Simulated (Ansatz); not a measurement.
```xyz
11

C    -0.7792    2.6646   -1.2170
C    -0.8642    1.1812   -1.1182
C     0.4685   -1.1396    1.5837
Al   -0.2020    0.0407    0.2303
H    -1.7986    3.0923   -1.2887
H    -0.2838    2.9480   -2.1662
H    -0.2528    3.1574   -0.3883
H    -1.3889    0.6887   -1.9527
H     0.7088   -2.1227    1.1445
H     1.3876   -0.7230    2.0295
H    -0.2809   -1.2802    2.3802
```

Geometry: B3LYP-D3(BJ)/def2-SVP.

All numbers below come from Ansatz 0.2.0, isolated molecule in a Gaussian basis; Kohn-Sham density functional theory, functional PBE0.

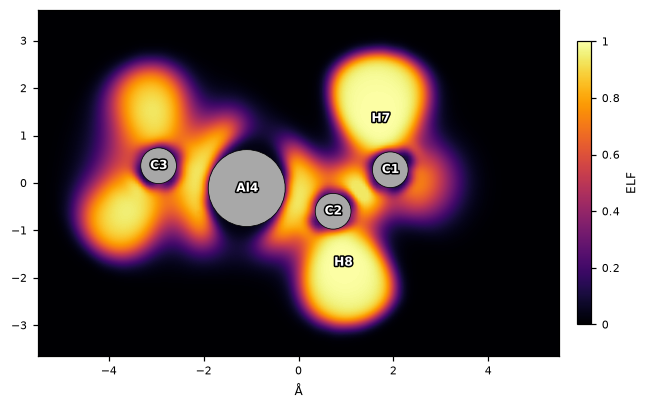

C$_{3}$H$_{7}$Al (SMILES C[CH][Al+][CH3]) (charge +1, doublet). Electron localisation function on the plane of atoms Al4, C2 and H8. Grey discs cover the atomic cores.

Interpret the plot.

The section cuts through C, Al and H sites. C–C (1.49 Å): the ELF peaks at about 0.95 between the atoms (a shared electron pair). C–Al (1.89 Å): the ELF peaks at about 0.95 between the atoms; a shared but strongly polarised pair. C–H (1.10 Å): the ELF climbs to about 1 towards the hydrogen, as it does in any bond to H: a covalent bond by its length.
